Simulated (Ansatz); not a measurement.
System: Ge$_{3}$MoRu.

The calculation's input:

```
crystal:
  lattice:
    - [4.0197710514, 0.0, 0.0]
    - [-2.0098855257, 3.4812238479, 0.0]
    - [0.0, 0.0, 8.0334596252]
  atoms:
    - { symbol: Ge, position: [0.3333333333, 0.6666666667, 0.6796167693] }
    - { symbol: Ge, position: [0.3333333333, 0.6666666667, 0.3203832307] }
    - { symbol: Ge, position: [0.6666666667, 0.3333333333, 0.5] }
    - { symbol: Mo, position: [0.3333333333, 0.6666666667, 0.0] }
    - { symbol: Ru, position: [0.0, 0.0, 0.0] }
basis:
  ecutwfc: 420
kpoints:
  mp_grid: { grid: [12, 12, 6] }
  band_path:
    path:
      - [[0.0, 0.0, 0.0], [0.5, 0.0, 0.0], [0.33333333, 0.33333333, 0.0], [0.0, 0.0, 0.0], [0.0, 0.0, 0.5], [0.5, 0.0, 0.5], [0.33333333, 0.33333333, 0.5], [0.0, 0.0, 0.5]]
      - [[0.5, 0.0, 0.5], [0.5, 0.0, 0.0]]
      - [[0.33333333, 0.33333333, 0.5], [0.33333333, 0.33333333, 0.0]]
    npoints: 14
hamiltonian:
  xc: pbe
scf:
  occupations: { method: gaussian, width: 0.1 }
  n_extra_bands: 12
output:
  forces: true
  stress: true
  eigenvalues: true
  populations: true
  dos: { projected: true, de: 0.02, nscf_kmesh: { grid: [15, 15, 8] } }
  bader: true
  write_density: true
  write_potential: true
  elf: true
  volumetric_format: npy
```

Run with:

```sh
ansatz run input.yaml --threads 1 --pin off --max-ram 2560MiB --backend cpu --events-out ev --progress --plain --runs-dir out
```

Below, planes, directions and counts refer to the conventional cell (a = 4.02 Å, b = 4.02 Å, c = 8.03 Å, α = 90.00°, β = 90.00°, γ = 120.00°).

Space group P-6m2; a structure generated by program, which may or may not match a known phase; computed without spin polarisation.

Computed with Ansatz, DFT PBE, scalar-relativistic, plane waves, PAW.

> What can the converged valence pseudo-density and electron localisation function tell about the bonding?

Mo–Ru (2.32 Å): ρ is about 0.79 e/Å³ halfway; the ELF is about 0.35 at the midpoint.
Ge–Mo (2.57 Å): the density is about 0.43 e/Å³ at the midpoint; the ELF is about 0.40 at the midpoint.
Ge–Ge (2.73 Å): the density is about 0.31 e/Å³ at the midpoint; the ELF peaks at about 0.65 between the atoms.
Bader's partition of the density gives Ge −0.13 to +0.09, Mo +0.41 and Ru −0.47 e.

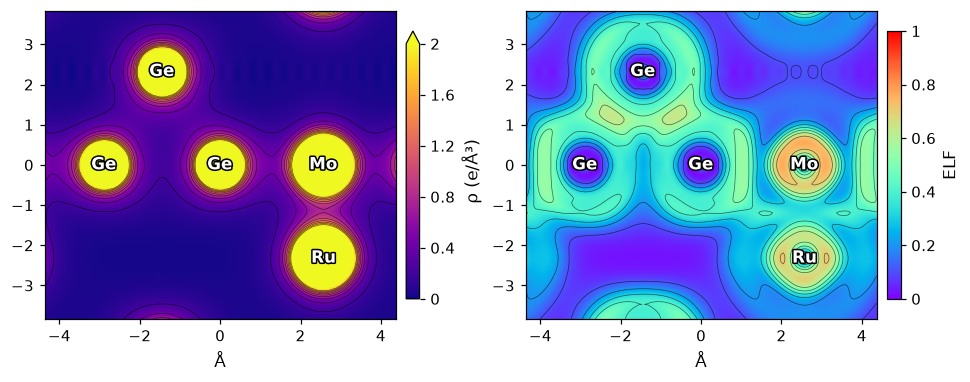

Computed valence pseudo-density and electron localisation function on the (110) plane of the conventional cell, in this order. 
